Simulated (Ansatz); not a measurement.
**Geometry relaxation of GeH$_{3}$ClO$_{2}$ (part 2 of 2)**

GeH$_{3}$ClO$_{2}$; RHF/def2-SVP (Ansatz 0.2.0). It belongs to a series of runs on one base structure; here: end point B relaxed.

Geometry of the input (Å):
```
Ge -1.0667  0.3214  0.4249
H  1.3086  -0.7814  1.3041
O  1.8218  -0.0356  0.9541
H  2.0112  -0.2953  0.0598
Cl -0.6023  1.5556  -1.3278
O  -0.6660  -1.2400  -0.3168
H  -0.9297  -2.0196  0.1509
```

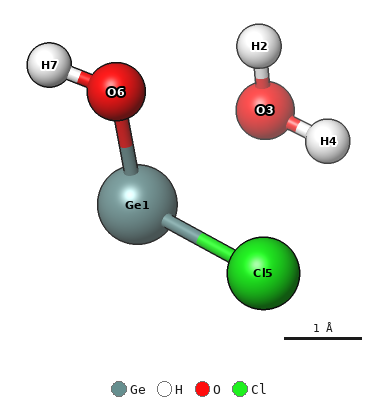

Figure 1. The geometry at step 12 of the log (ball-and-stick view, seen at a tilt; atoms are numbered from 1 in the order of the input).

Trajectory as extended XYZ, continued:
```
7
Properties=species:S:1:pos:R:3:forces:R:3 step=6 energy=-73086.58834
Ge   -0.9316    0.2765    0.4753    0.0748  -0.0924   0.1428
H     1.7157   -0.8866    1.2385   -0.2662   0.2748   0.0405
O     1.4741   -0.0177    0.9280    0.6153  -0.3100  -0.5685
H     1.9490    0.0568    0.0952   -0.4579   0.2016   0.4825
Cl   -0.3620    1.4325   -1.3269    0.1594   0.1516  -0.0917
O    -0.7529   -1.3143   -0.2946   -0.6098  -0.9784   0.4048
H    -1.2154   -2.0422    0.1337    0.4844   0.7527  -0.4103
7
Properties=species:S:1:pos:R:3:forces:R:3 step=7 energy=-73086.61605
Ge   -0.9277    0.2691    0.4730    0.0363  -0.1097   0.1858
H     1.7028   -0.9091    1.1701   -0.1347  -0.0142   0.0938
O     1.4803   -0.0159    0.9415    0.2752  -0.0315  -0.3991
H     1.9513    0.1366    0.1239   -0.2703   0.1549   0.2464
Cl   -0.3146    1.4061   -1.3250    0.1582   0.1625  -0.1418
O    -0.7780   -1.3312   -0.2853   -0.4153  -0.7295   0.3123
H    -1.2371   -2.0504    0.1510    0.3506   0.5675  -0.2975
7
Properties=species:S:1:pos:R:3:forces:R:3 step=8 energy=-73086.65964
Ge   -0.8755    0.2559    0.4818   -0.0431  -0.0902  -0.1186
H     1.6313   -0.9638    0.9916   -0.0101   0.0049  -0.0398
O     1.4406   -0.0348    0.9507    0.0117  -0.0402  -0.0698
H     1.9340    0.3003    0.2099   -0.0634   0.0507   0.0174
Cl   -0.2090    1.3816   -1.3450    0.0519  -0.0590   0.1001
O    -0.8110   -1.3698   -0.2621    0.0963   0.0804   0.1127
H    -1.2336   -2.0642    0.2222   -0.0433   0.0534  -0.0020
7
Properties=species:S:1:pos:R:3:forces:R:3 step=9 energy=-73086.65026 accepted=F
Ge   -0.8629    0.2394    0.4808    0.0683   0.2058   0.0093
H     1.5815   -1.0053    0.8074   -0.1774   1.5665   0.0284
O     1.4086   -0.0538    0.9556    0.6609  -0.7471  -0.8659
H     1.8909    0.4493    0.2760   -0.5626  -0.8094   0.8093
Cl   -0.0963    1.3381   -1.3393   -0.0237  -0.0646   0.0627
O    -0.7528   -1.4079   -0.1849   -0.0689  -0.2952   0.0716
H    -1.2922   -2.0547    0.2535    0.1034   0.1440  -0.1154
7
Properties=species:S:1:pos:R:3:forces:R:3 step=10 energy=-73086.67891
Ge   -0.8596    0.2496    0.4856   -0.0381  -0.0708  -0.0751
H     1.5994   -0.9749    0.9000   -0.0242   0.1214  -0.0587
O     1.4209   -0.0415    0.9526    0.0514  -0.0930  -0.0842
H     1.9037    0.3629    0.2379   -0.0681  -0.0216   0.0762
Cl   -0.1517    1.3601   -1.3387    0.0338  -0.0463   0.0567
O    -0.7712   -1.3925   -0.2222    0.0681   0.0743   0.0950
H    -1.2646   -2.0586    0.2340   -0.0231   0.0360  -0.0100
7
Properties=species:S:1:pos:R:3:forces:R:3 step=11 energy=-73086.69075
Ge   -0.8581    0.2473    0.4887    0.0606  -0.0121  -0.0238
H     1.5668   -0.9835    0.8083   -0.0861   0.4229  -0.0130
O     1.4047   -0.0508    0.9527    0.1229  -0.2979  -0.1219
H     1.8789    0.4141    0.2680   -0.0787  -0.0960   0.1288
Cl   -0.1032    1.3340   -1.3324    0.0033   0.0049  -0.0060
O    -0.7211   -1.4085   -0.1735   -0.1606  -0.1652   0.1529
H    -1.2912   -2.0475    0.2374    0.1386   0.1433  -0.1170
7
Properties=species:S:1:pos:R:3:forces:R:3 step=12 energy=-73086.68612 accepted=F
Ge   -0.8234    0.2351    0.4795   -0.1386   0.0300   0.1288
H     1.5420   -0.9780    0.6660   -0.0904   0.8649   0.2330
O     1.3970   -0.0696    0.9670    0.3407  -0.4619  -0.7066
H     1.8756    0.5015    0.3577   -0.2562  -0.4486   0.4088
Cl   -0.0576    1.3084   -1.3493    0.0336  -0.0601  -0.0372
O    -0.7206   -1.4450   -0.1336    0.0353   0.0283   0.0171
H    -1.3361   -2.0472    0.2619    0.0755   0.0475  -0.0438
7
Properties=species:S:1:pos:R:3:forces:R:3 step=13 energy=-73086.69844
Ge   -0.8440    0.2501    0.4965    0.0426   0.0020  -0.0749
H     1.5361   -0.9805    0.7429   -0.0478   0.2022  -0.0085
O     1.3937   -0.0606    0.9542    0.0717  -0.1350  -0.0607
H     1.8805    0.4411    0.3074   -0.0362  -0.0475   0.0670
Cl   -0.0877    1.3167   -1.3437   -0.0139  -0.0079   0.0377
O    -0.7058   -1.4148   -0.1473   -0.0676  -0.0683   0.0787
H    -1.2959   -2.0470    0.2393    0.0511   0.0545  -0.0393
7
Properties=species:S:1:pos:R:3:forces:R:3 step=14 energy=-73086.70222
Ge   -0.8521    0.2528    0.4830    0.0547   0.0558  -0.0280
H     1.5230   -0.9767    0.6772   -0.0225   0.1152  -0.0020
O     1.3985   -0.0752    0.9609    0.0115  -0.0450  -0.0773
H     1.9111    0.4653    0.3682   -0.0460  -0.0529   0.0561
Cl   -0.0923    1.3078   -1.3622   -0.0088  -0.0473   0.0590
O    -0.7110   -1.4198   -0.1341   -0.0104  -0.0496  -0.0011
H    -1.3003   -2.0491    0.2561    0.0215   0.0236  -0.0068
7
Properties=species:S:1:pos:R:3:forces:R:3 step=15 energy=-73086.70283
Ge   -0.8371    0.2549    0.4829   -0.0402   0.0469   0.0349
H     1.4896   -0.9628    0.5737   -0.0024   0.3514   0.1386
O     1.3848   -0.0922    0.9614    0.1667  -0.1467  -0.3205
H     1.9170    0.5050    0.4379   -0.1688  -0.2364   0.1685
Cl   -0.0638    1.2779   -1.3692   -0.0002  -0.0065  -0.0070
O    -0.7145   -1.4262   -0.1195    0.0616  -0.0029  -0.0375
H    -1.2991   -2.0514    0.2819   -0.0166  -0.0057   0.0231
7
Properties=species:S:1:pos:R:3:forces:R:3 step=16 energy=-73086.70541
Ge   -0.8437    0.2594    0.4800    0.0143   0.0056   0.0113
H     1.4964   -0.9644    0.5808   -0.0190   0.0288   0.0112
O     1.3806   -0.0974    0.9579    0.0296   0.0237  -0.0373
H     1.9119    0.4945    0.4365   -0.0119  -0.0317   0.0300
Cl   -0.0688    1.2833   -1.3712   -0.0036  -0.0078   0.0045
O    -0.7068   -1.4227   -0.1179   -0.0062  -0.0188  -0.0248
H    -1.2927   -2.0477    0.2830   -0.0031   0.0003   0.0051
7
Properties=species:S:1:pos:R:3:forces:R:3 step=17 energy=-73086.70551
Ge   -0.8401    0.2576    0.4827   -0.0166   0.0122  -0.0161
H     1.4932   -0.9606    0.5840    0.0089  -0.0509  -0.0183
O     1.3835   -0.0935    0.9592   -0.0262   0.0116   0.0222
H     1.9200    0.4925    0.4387    0.0183   0.0248  -0.0130
Cl   -0.0738    1.2801   -1.3725   -0.0014  -0.0023   0.0132
O    -0.7138   -1.4222   -0.1263    0.0139  -0.0015   0.0096
H    -1.2921   -2.0488    0.2833    0.0031   0.0061   0.0023
7
Properties=species:S:1:pos:R:3:forces:R:3 step=18 energy=-73086.70569
Ge   -0.8434    0.2596    0.4804    0.0036   0.0029  -0.0083
H     1.4906   -0.9621    0.5786   -0.0037  -0.0009  -0.0002
O     1.3807   -0.0957    0.9577    0.0067   0.0019  -0.0047
H     1.9208    0.4925    0.4424   -0.0039  -0.0017   0.0065
Cl   -0.0725    1.2812   -1.3727   -0.0046  -0.0015   0.0054
O    -0.7108   -1.4217   -0.1234    0.0038  -0.0031  -0.0017
H    -1.2885   -2.0487    0.2861   -0.0020   0.0024   0.0030
```

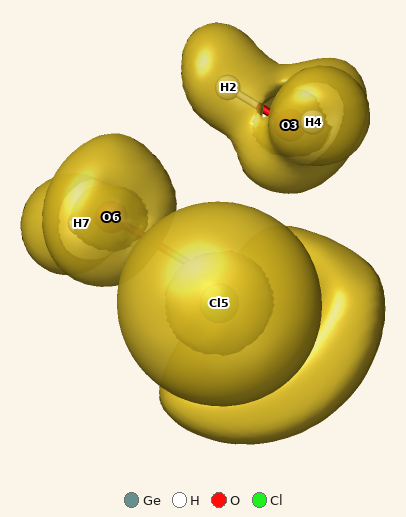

Figure 2. Isosurface of the electron localisation function at 0.75 (yellow), seen at an oblique angle. Only the valence region is drawn (cores and ρ < 0.01 e/Å³ removed). Values along the shortest contacts: Ge1···O3 (2.30 Å): the ELF is only about 0.20 between them. Ge–O (1.79 Å): the ELF peaks at about 0.85 in the valence shell of O, 0.6 Å from its nucleus, and is about 0.35 at the midpoint.

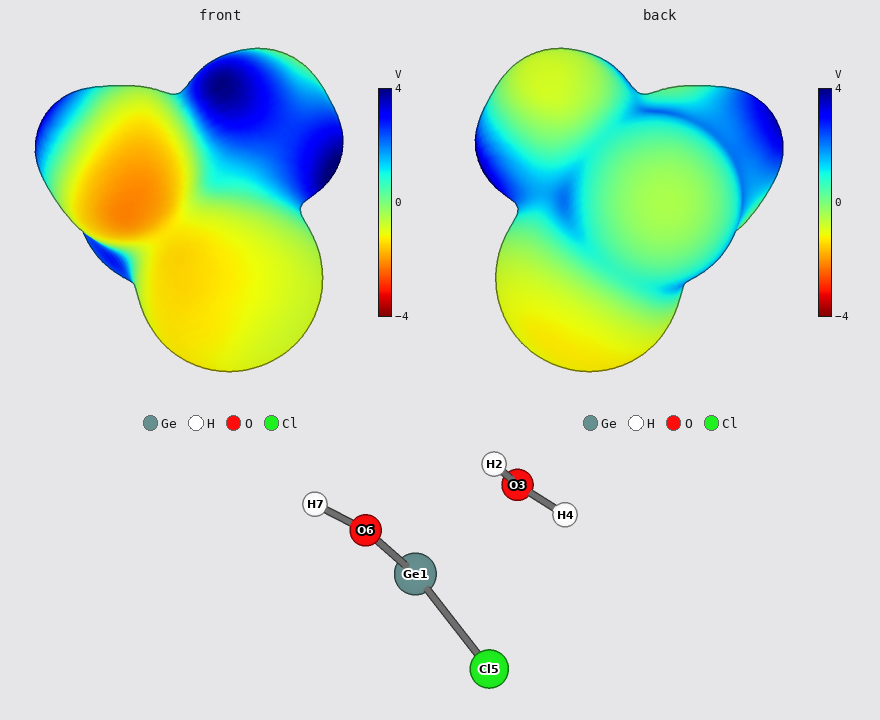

Figure 3. The electrostatic potential painted on the density surface at 0.004 e/bohr³, seen face on and from behind; red is negative and blue positive. The bare structure is drawn below in the same view.

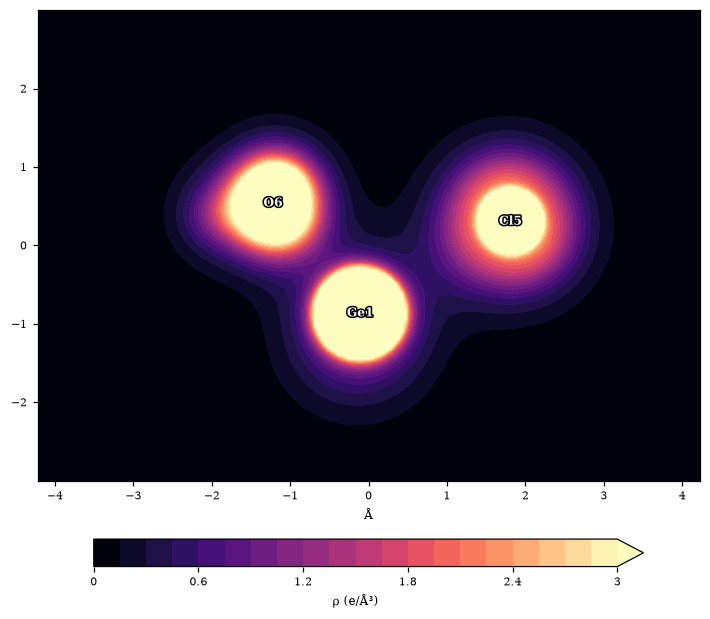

Figure 4. Electron density on the plane of atoms Cl5, Ge1 and O6. Ge–O (1.79 Å): ρ at the midpoint is about 0.92 e/Å³. Ge–Cl (2.25 Å): ρ is about 0.6 e/Å³ halfway, with its minimum of 0.54 e/Å³ about 1.0 Å from Ge.
